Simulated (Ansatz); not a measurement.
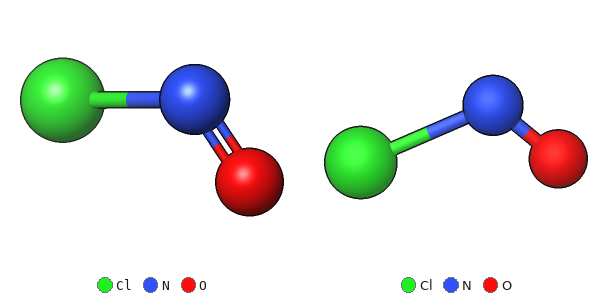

Two views of one molecule.

What is the molecular formula?

NClO, 3 atoms: 1 nitrogen, 1 chlorine and 1 oxygen.

Count the bonded pairs by element.

1 N–O, 1 Cl–N.

What is its SMILES?

O=NCl

More results for the same structure follow; atom numbers are the same in all pictures, views and colours differ. Computed geometry: PBE0-D4/def2-TZVP optimisation.

**Symmetry**

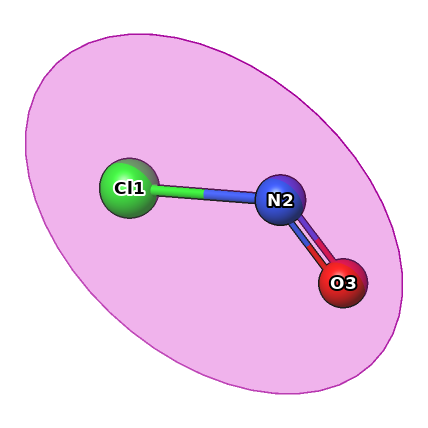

A disc through the centre of mass is drawn in. Distant atoms are faded towards the background colour.

Is the plane of the disc a mirror plane of the structure?

Yes. The reflection leaves Cl1, N2, O3 in place. The point group is Cs.

**Levels of theory compared**

Program: Ansatz 0.2.0.

At this fixed geometry, give HOMO energy (eV) at these levels: BHLYP-D4/def2-TZVPP; CAM-B3LYP-D4/def2-TZVPP; HSE06 (plane-wave form)-D4/def2-TZVPP; PBE-D4/def2-TZVPP; PBE0-D4/def2-SVP; r2SCANh-D4/def2-TZVPP; revPBE-D4/def2-TZVPP; ωB97M-V/def2-SVP.

| level | HOMO energy (eV) |
| --- | --- |
| BHLYP-D4/def2-TZVPP | −9.81 |
| CAM-B3LYP-D4/def2-TZVPP | −9.90 |
| HSE06 (plane-wave form)-D4/def2-TZVPP | −8.19 |
| PBE-D4/def2-TZVPP | −7.25 |
| PBE0-D4/def2-SVP | −8.39 |
| r2SCANh-D4/def2-TZVPP | −8.07 |
| revPBE-D4/def2-TZVPP | −7.18 |
| ωB97M-V/def2-SVP | −10.45 |

**Thermal motion**

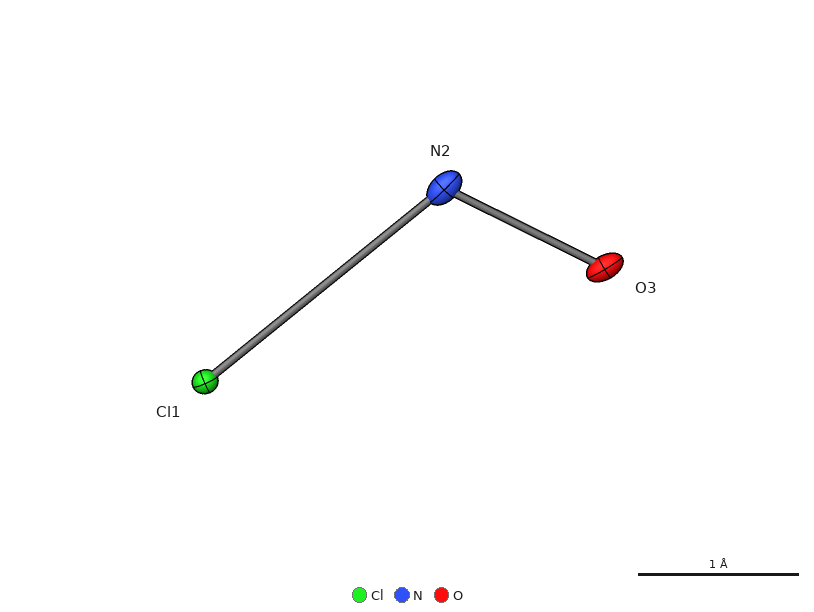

Displacement ellipsoids at the 50 % level, enlarged 2 times, from the internal vibrations of the free molecule (harmonic, no overall translation or rotation; no half-axis is drawn under 0.075 Å). Vibrations computed with RKS PBE0-D4/def2-TZVP (Ansatz 0.2.0). Temperature: 200 K.

Give the displacement parameters, one line for each set of equivalent atoms.

```csv
atom,U_eq (Å²),rms amplitudes (Å)
Cl1,0.00025,"0.000, 0.006, 0.027"
N2,0.00083,"0.000, 0.027, 0.042"
O3,0.00063,"0.000, 0.015, 0.041"
```

**Dipole moment**

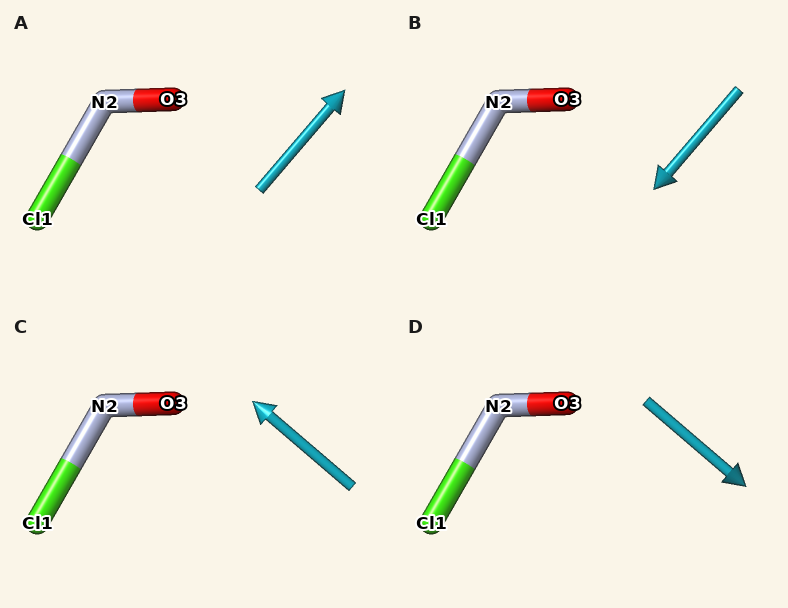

The same molecule four times, each with an arrow. Properties computed with RKS PBE0-D4/def2-TZVP (Ansatz 0.2.0).

Which arrow points along the dipole moment, from the negative to the positive end?

A. The dipole moment is 1.79 D; it points from the side of Cl1 to the side of O3 (the outermost atoms at the two ends).
